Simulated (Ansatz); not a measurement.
## Computed energy against volume: NiSi (MnP type, space group Pnma)

NiSi (MnP type, space group Pnma)

```yaml
crystal:
  lattice:
    - [5.12299, 0.00000, 0.00000]
    - [0.00000, 3.34183, 0.00000]
    - [0.00000, 0.00000, 5.56815]
  atoms:
    - { symbol: Ni, position: [0.50763, 0.25000, 0.68873] }
    - { symbol: Ni, position: [0.00763, 0.25000, 0.81127] }
    - { symbol: Ni, position: [0.49237, 0.75000, 0.31127] }
    - { symbol: Ni, position: [0.99237, 0.75000, 0.18873] }
    - { symbol: Si, position: [0.67882, 0.25000, 0.08326] }
    - { symbol: Si, position: [0.17882, 0.25000, 0.41674] }
    - { symbol: Si, position: [0.32118, 0.75000, 0.91674] }
    - { symbol: Si, position: [0.82118, 0.75000, 0.58326] }
```

This relaxed cell (volume V₀) is scaled evenly in all directions, its shape held. The atoms relax within the cell's symmetry.

Method: r2SCAN (plane waves to 500 eV, PAW, scalar-relativistic; Ansatz, a program for electronic structure). k mesh 9×14×9 (Γ-centred), Fermi-Dirac smearing 0.05 eV. E stands for the smeared free energy. With the shape held, the modulus is that of even scaling; a crystal free to change shape is softer. NiSi is run without spin polarisation. NiSi was relaxed with its symmetry unable to fall. The PAW data are Ansatz's earlier set. The zero of ΔE is the relaxed starting cell.

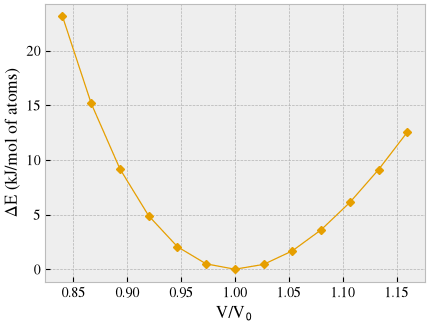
Figure: ΔE (kJ/mol of atoms) against V/V₀; markers are the computed points, lines only join them.

The energy cost of the largest compression is 240 meV/atom, the pressure for 5 % compression (fit) comes out as 10.5 GPa and the bulk modulus at fixed cell shape B₀ (third-order Birch-Murnaghan fit) comes out as 181 GPa. The pressure derivative B₀′ (fit) comes out as 4.7 and the energy cost of the largest expansion is 130 meV/atom.

P = (3B₀/2)(x⁷ − x⁵)[1 + ¾(B₀′ − 4)(x² − 1)] with x = (1/0.95)^(1/3), B₀ = 181 GPa and B₀′ = 4.67.

(A scan under strain: stresses follow from slopes of the energy per volume, elastic moduli from its curvatures.)
